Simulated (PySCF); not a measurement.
Molecule: SMILES FC(F)(F)[SiH2]Br (CH2BrF3Si). Atoms near the plane z = 0.8 Å, at the CAM-B3LYP/def2-SVP optimised geometry (x, y, z in Å): F1 (-0.9, -0.9, 1.2), C2 (-0.5, -0.4, 0.0), F3 (0.9, -0.4, 0.0), F4 (-0.9, 0.9, 0.0).

Computed with CAM-B3LYP/def2-TZVP in PySCF. Cells within 0.4 Å of a nucleus heavier than hydrogen are left out (blank, or x). The values are rescaled to run from 0 to 1.

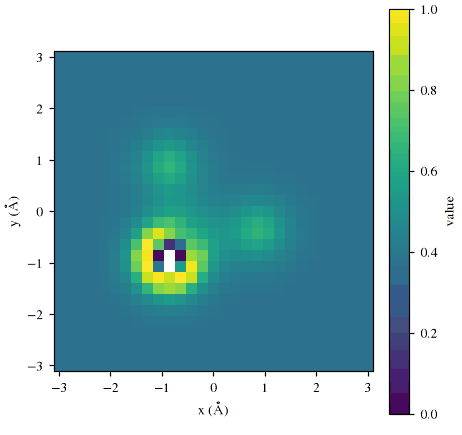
Figure. a field on the plane z = 0.8 Å.

Problem. Which quantity is mapped?
(A) an orbital amplitude
(B) Laplacian of the electron density
(C) log10 of the electron density
(D) electron localisation function

Solution. B, Laplacian of the electron density. In full: Laplacian of the electron density (e/bohr⁵).
